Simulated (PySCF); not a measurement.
# SiF2: structure of the singlet

Aim: relax SiF2 as a singlet from a linear start, check by its vibrations whether the end is a minimum, and collect its spectrum and constants.

Computed with PySCF 2.14.0. Level: PBE0, basis Si def2-TZVP, F def2-TZVP, no relativity, density fitting.

## 1. Where the work starts

3 atoms, charge 0, spin multiplicity 1.

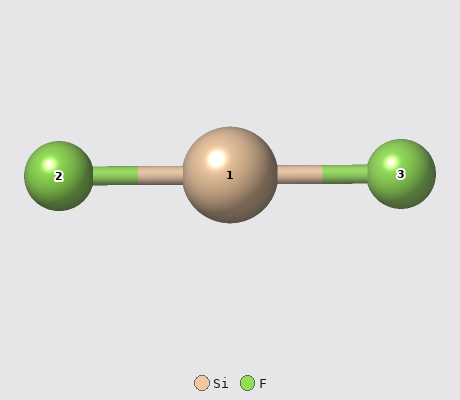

As it starts; silicon light orange, fluorine green; atoms are numbered from 1 in the order of the file.

Z-matrix (Å, degrees; charge 0 multiplicity 1):
```
Si
F  1 1.8000
F  1 1.8000 2 180.00
```

## 2. The SCF at the typed geometry

The steps below are one call of a driver around PySCF. For each, scf.py gives the equivalent set-up of the SCF; relaxations use the driver's own optimiser. After this first run the driver tries any further starts and a stability analysis.

The input, scf.py:

```python
from pyscf import gto, scf, dft
mol = gto.M(atom='''
Si     0.000000     0.000000     0.000000
F      0.000000     0.000000     1.800000
F      0.000000     0.000000    -1.800000''',
    basis={'Si': 'def2-TZVP', 'F': 'def2-TZVP'},
    charge=0, spin=0)
mf = dft.RKS(mol, xc='PBE0')
mf.grids.atom_grid = (50, 194)
aux = {'Si': 'def2-universal-JKFIT', 'F': 'def2-universal-JKFIT'}
mf = mf.density_fit(auxbasis=aux)
mf.conv_tol = 1e-08
mf.diis_space = 10
mf.max_cycle = 60
mf.init_guess = 'minao'
mf.verbose = 4
mf.kernel()
```

Launch:

```
> OMP_NUM_THREADS=2 python axn.py task.json out
```

What it wrote:

```text
init E= -488.827459319046
  HOMO = -0.280953423234266  LUMO = -0.101359941583494  gap/eV = 4.88699
cycle= 1 E= -488.816718701013  delta_E= 0.0107  |g|= 0.917  |ddm|= 1.39
  HOMO = -0.210961787763341  LUMO = -0.110740584040923  gap/eV = 2.72716
cycle= 2 E= -487.847991873051  delta_E= 0.969  |g|= 2.53  |ddm|= 1.57
  HOMO = -0.299043015742278  LUMO = -0.114283003535572  gap/eV = 5.02758
cycle= 3 E= -488.974701860567  delta_E= -1.13  |g|= 0.0345  |ddm|= 1.12
  HOMO = -0.300104756517186  LUMO = -0.115129619643952  gap/eV = 5.03343
cycle= 4 E= -488.974888148843  delta_E= -0.000186  |g|= 0.0219  |ddm|= 0.0759
  HOMO = -0.299274016325299  LUMO = -0.11311284184243  gap/eV = 5.06570
cycle= 5 E= -488.974977436418  delta_E= -8.93e-05  |g|= 0.00242  |ddm|= 0.0118
  HOMO = -0.299298666602112  LUMO = -0.112998851034838  gap/eV = 5.06948
cycle= 6 E= -488.974978413725  delta_E= -9.77e-07  |g|= 0.000175  |ddm|= 0.00152
  HOMO = -0.299320413305907  LUMO = -0.113023397809886  gap/eV = 5.06940
cycle= 7 E= -488.974978416897  delta_E= -3.17e-09  |g|= 6.63e-05  |ddm|= 0.00028
  HOMO = -0.299308639717061  LUMO = -0.113019996147856  gap/eV = 5.06917
Extra cycle  E= -488.974978415325  delta_E= 1.57e-09  |g|= 0.000121  |ddm|= 7.66e-05
converged SCF energy = -488.974978415325
```

This step, with its further starts and checks, took 6.9 s on 2 threads of Arm Neoverse V2, shared host.

The starts that the driver tried:

| start | energy (Eh) |
| --- | --- |
| the minimal-basis guess | -488.974978 |
| a thermally smeared density | -488.974978 |
| a smeared PBE density | -488.974978 |

The test of internal stability and the other starts found no lower closed-shell solution.

## 3. Linear start, singlet: relaxation

The program finds D∞h symmetry in the start, which this walk keeps. Threshold on the gradient: 0.0003 Eh/bohr, with a further test on the energy change.

Edit scf.py of step 2 so:

```diff
@@ -15 +14,0 @@
-mf.init_guess = 'minao'
```

The optimiser's trace:

| step | energy (Eh) | change (kJ/mol) | largest symmetric gradient (Eh/bohr) |
| --- | --- | --- | --- |
| 0 | -488.974978 | 0.00 | 0.05092 |
| 1 | -488.992338 | -45.58 | 0.01429 |
| 2 | -488.992998 | -47.31 | 0.00849 |
| 3 | -488.993268 | -48.02 | 0.00075 |
| 4 | -488.993270 | -48.02 | 0.00004 |

The walk took 4.6 s.

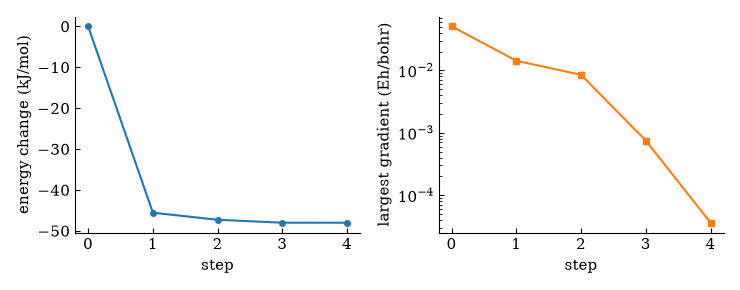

How energy and gradient fall.

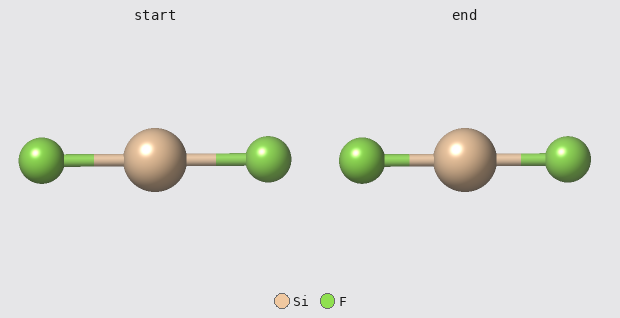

Start and end of the relaxation.

End point (D∞h, 4 steps, 48.0 kJ/mol gained): Si–F 1.634 Å (×2); F–Si–F 180.0°.

## 4. Hessian and properties

The point is checked on the finer grid, and tightened if its gradient asks for it. The Hessian and the dipole derivatives come from central differences of analytic gradients, with steps of 0.02 bohr.

Edit scf.py of step 3 so:

```diff
@@ -4,2 +4,2 @@
-F      0.000000     0.000000     1.800000
-F      0.000000     0.000000    -1.800000''',
+F      0.000000     0.000000     1.634265
+F     -0.000000    -0.000000    -1.634265''',
@@ -9 +9 @@
-mf.grids.atom_grid = (50, 194)
+mf.grids.atom_grid = (75, 302)
@@ -12 +12 @@
-mf.conv_tol = 1e-08
+mf.conv_tol = 1e-10
```

This SCF starts from the last density.

Log of the central SCF (cycles and frontier levels):

```text
init E= -488.993205708401
  HOMO = -0.269596610360459  LUMO = -0.0838798911374489  gap/eV = 5.05361
cycle= 1 E= -488.993205708353  delta_E= 4.79e-11  |g|= 2.22e-05  |ddm|= 1.46e-05
  HOMO = -0.269598015904016  LUMO = -0.0838801284872689  gap/eV = 5.05364
cycle= 2 E= -488.993205708201  delta_E= 1.52e-10  |g|= 3.91e-05  |ddm|= 2.54e-05
  HOMO = -0.269597154224414  LUMO = -0.0838800085185448  gap/eV = 5.05362
cycle= 3 E= -488.993205708425  delta_E= -2.25e-10  |g|= 6.66e-08  |ddm|= 1.62e-05
  HOMO = -0.269597143162244  LUMO = -0.0838799984365355  gap/eV = 5.05362
cycle= 4 E= -488.993205708425  delta_E=    0  |g|= 1.82e-09  |ddm|= 8.8e-08
  HOMO = -0.269597142926358  LUMO = -0.0838799982023546  gap/eV = 5.05362
Extra cycle  E= -488.993205708425  delta_E= -1.14e-13  |g|= 2.04e-09  |ddm|= 3.04e-09
converged SCF energy = -488.993205708425
```

The whole step took 10 s.

Geometry: D∞h; Si–F 1.634 Å (×2); F–Si–F 180.0°.

Modes, for the most abundant isotopes:

```json
{"symmetry": "πu", "ω (cm⁻¹)": "328i", "IR (km/mol)": "10.3"}
{"symmetry": "σg+", "ω (cm⁻¹)": "585", "IR (km/mol)": "0.0"}
{"symmetry": "σu+", "ω (cm⁻¹)": "848", "IR (km/mol)": "431"}
```

With 2 modes imaginary (up to 328i cm⁻¹) this point is a saddle.

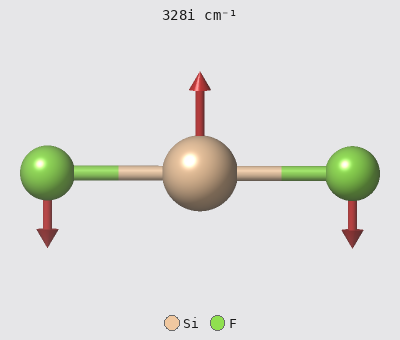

The imaginary mode, as arrows.

Constants and moments:

```yaml
Dipole_moment: 0.00 D
Highest_occupied_level: -7.34 eV
Lowest_empty_level: -2.28 eV
Rotational_constants: 0.1661 cm⁻¹
Zero-point_energy_real_modes: 8.6 kJ/mol
Principal_polarisabilities: 30.5, 31.9, 31.9 bohr³
Atomisation_energy_without_zero-point_energy: 1028 kJ/mol
Principal_traceless_quadrupole_moments_about_the_centre_of_mass: -7.81, 3.91, 3.91 D Å
```

Charges (e) and bond orders:

```tsv
atom	Mulliken	Löwdin	polar tensor	Mayer order to Si1
Si1	0.45	0.14	0.70	–
F2,3	-0.23	-0.07	-0.35	1.09
```

Outer orbital energies (eV). occupied: -33.18, -15.71, -14.25, -12.81, -12.81, -12.46, -12.46, -7.34; empty: -2.28, -2.28, 2.52, 4.59.

Mulliken populations on Si1: s 6.11, p 6.85, d 0.49, f 0.09.

## 5. Leaving the saddle point

The start is the last point, displaced along its most imaginary mode.

The program finds C2v symmetry in the start, which this walk keeps.

Edit scf.py of step 4 so:

```diff
@@ -3,3 +3,3 @@
-Si     0.000000     0.000000     0.000000
-F      0.000000     0.000000     1.634265
-F     -0.000000    -0.000000    -1.634265''',
+Si    -0.000000     0.120000    -0.000000
+F      0.000000    -0.088356     1.634265
+F      0.000000    -0.088356    -1.634265''',
@@ -9 +9 @@
-mf.grids.atom_grid = (75, 302)
+mf.grids.atom_grid = (50, 194)
@@ -12 +12 @@
-mf.conv_tol = 1e-10
+mf.conv_tol = 1e-08
```

Steps of the walk:

| step | energy (Eh) | change (kJ/mol) | largest symmetric gradient (Eh/bohr) |
| --- | --- | --- | --- |
| 0 | -488.997822 | 0.00 | 0.02149 |
| 1 | -489.009938 | -31.81 | 0.03353 |
| 2 | -489.029469 | -83.09 | 0.03763 |
| 3 | -489.040389 | -111.76 | 0.06625 |
| 4 | -489.055181 | -150.60 | 0.02811 |
| 5 | -489.059510 | -161.96 | 0.02118 |
| 6 | -489.060185 | -163.73 | 0.00448 |
| 7 | -489.060217 | -163.82 | 0.00024 |
| 8 | -489.060217 | -163.82 | 0.00004 |

The walk took 7.5 s.

Geometry (Å) and forces (eV/Å) at some steps:

```
step 0
Si   0.000   0.120   0.000   0.000   1.105   0.000
F    0.000  -0.088   1.634   0.000  -0.552  -0.461
F    0.000  -0.088  -1.634   0.000  -0.552   0.461
step 1
Si   0.000   0.248   0.000   0.000   1.724   0.000
F    0.000  -0.152   1.595   0.000  -0.862  -0.773
F    0.000  -0.152  -1.595   0.000  -0.862   0.773
step 4
Si   0.000   0.624   0.000   0.000  -0.857   0.000
F    0.000  -0.340   1.339   0.000   0.429  -1.445
F    0.000  -0.340  -1.339   0.000   0.429   1.445
step 8
Si   0.000   0.665   0.000   0.000   0.001   0.000
F    0.000  -0.361   1.230   0.000   0.000   0.002
F    0.000  -0.361  -1.230   0.000   0.000  -0.002
```

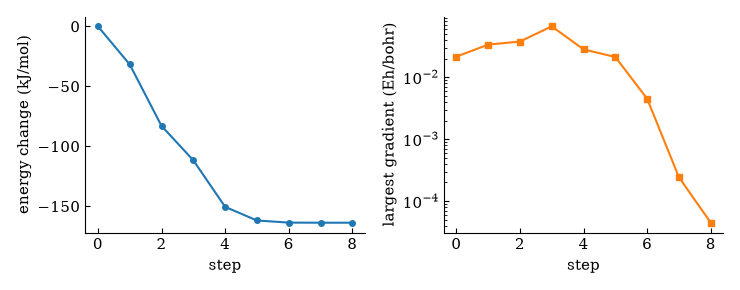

How energy and gradient fall.

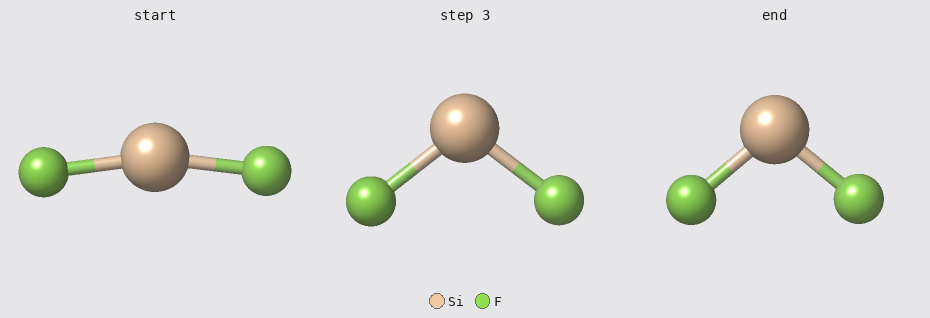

The geometry along the walk, at one scale.

End point (C2v, 8 steps, 163.8 kJ/mol gained): Si–F 1.602 Å (×2); F–Si–F 100.4°.

## 6. Hessian and properties

The same treatment as at the point before.

Edit scf.py of step 5 so:

```diff
@@ -3,3 +3,3 @@
-Si    -0.000000     0.120000    -0.000000
-F      0.000000    -0.088356     1.634265
-F      0.000000    -0.088356    -1.634265''',
+Si    -0.000000     0.588644     0.000000
+F      0.000000    -0.433910     1.232504
+F      0.000000    -0.433910    -1.232504''',
@@ -9 +9 @@
-mf.grids.atom_grid = (50, 194)
+mf.grids.atom_grid = (75, 302)
@@ -12 +12 @@
-mf.conv_tol = 1e-08
+mf.conv_tol = 1e-10
```

SCF at the final geometry:

```text
init E= -489.060170396998
  HOMO = -0.304949323942722  LUMO = -0.0781514830577237  gap/eV = 6.17148
cycle= 1 E= -489.060170396998  delta_E= 4.55e-13  |g|= 4.24e-06  |ddm|= 2.87e-06
  HOMO = -0.304949308215548  LUMO = -0.0781514979713265  gap/eV = 6.17148
Extra cycle  E= -489.060170396994  delta_E= 3.98e-12  |g|= 6.7e-06  |ddm|= 4.24e-06
converged SCF energy = -489.060170396994
```

The whole step took 15 s on 2 threads of Arm Neoverse V2, shared host.

Geometry: C2v; Si–F 1.601 Å (×2); F–Si–F 100.6°.

Modes, for the most abundant isotopes:

```csv
symmetry,ω (cm⁻¹),IR (km/mol),type
a1,337,17.6,bend
a1,855,132,stretch
b2,872,174,stretch
```

Every mode is real; the point is a minimum.

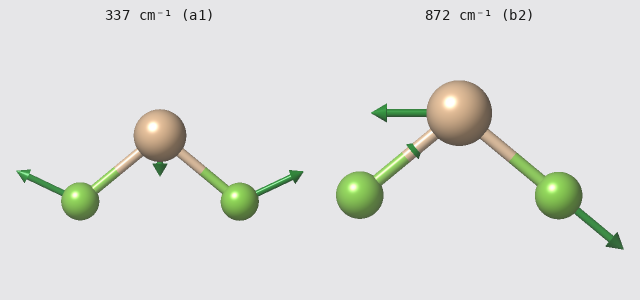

How the atoms move in 2 of the modes.

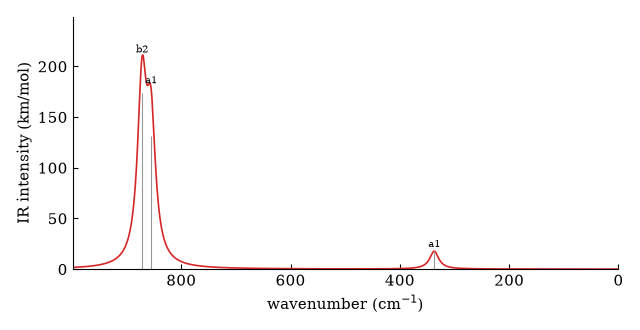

The harmonic infrared spectrum (widths in cm⁻¹). Lines are broadened to a width of 20 cm⁻¹ (Lorentzian).

Constants and moments:

- Dipole moment: 1.09 D
- Highest occupied level: -8.30 eV
- Lowest empty level: -2.13 eV
- Rotational constants: 1.001, 0.2921, 0.2261 cm⁻¹
- Zero-point energy: 12.3 kJ/mol
- Principal polarisabilities: 24.4, 26.8, 27.5 bohr³
- Atomisation energy without zero-point energy: 1203 kJ/mol
- Principal traceless quadrupole moments about the centre of mass: -3.12, -1.10, 4.22 D Å
- Entropy at 298.15 K and 1 bar: 256.9 J/(mol K)
- Heat capacity Cp at 298.15 K: 44.6 J/(mol K)
- Enthalpy at 298.15 K above 0 K: 11.23 kJ/mol
- Rotational symmetry number: 2

Charges (e) and bond orders:

| atom | Mulliken | Löwdin | polar tensor | Mayer order to Si1 |
| --- | --- | --- | --- | --- |
| Si1 | 0.54 | 0.03 | 1.09 | – |
| F2,3 | -0.27 | -0.02 | -0.55 | 1.11 |

Mulliken populations on Si1: s 5.85, p 7.12, d 0.38, f 0.10.

## 7. Would spin polarisation lower it?

At the lowest minimum the closed shell is tested against spin polarisation, on the (50, 194) grid. It is stable.

## 8. All stationary points

| spin | group | bonds | imaginary modes (cm⁻¹) | ΔE (kJ/mol) | with zero-point energy |
| --- | --- | --- | --- | --- | --- |
| singlet | C2v | Si–F 1.601 Å (×2) | none | 0.0 | 0.0 |
| singlet | D∞h | Si–F 1.634 Å (×2) | 328i, 328i | 175.8 | – |

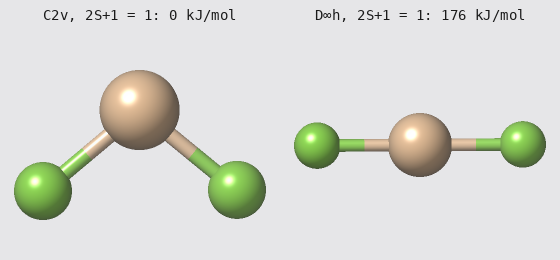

The points, lowest first (silicon light orange, fluorine green).

## 9. Summary of results

| quantity | value |
| --- | --- |
| minimum | singlet, C2v |
| geometry | Si–F 1.601 Å (×2); F–Si–F 100.6° |
| wavenumbers (cm⁻¹) | 337 (a1), 855 (a1), 872 (b2) |
| dipole moment | 1.09 D |
| highest occupied, lowest empty level | -8.30, -2.13 eV |
| polar-tensor charge of Si1 | +1.09 e |
| zero-point energy | 12.3 kJ/mol |
| entropy at 298.15 K | 256.9 J/(mol K) |
| atomisation energy (no zero-point energy) | 1203 kJ/mol |

In words: From D∞h at the start the molecule goes to a C2v minimum, after a stop at a second-order saddle point 175.8 kJ/mol higher, from which it was pushed off along an imaginary mode. The strongest infrared band lies at 872 cm⁻¹ (b2, stretch). Other starts or spin states, not run here, may lie lower.

The search up to here took 47 s.
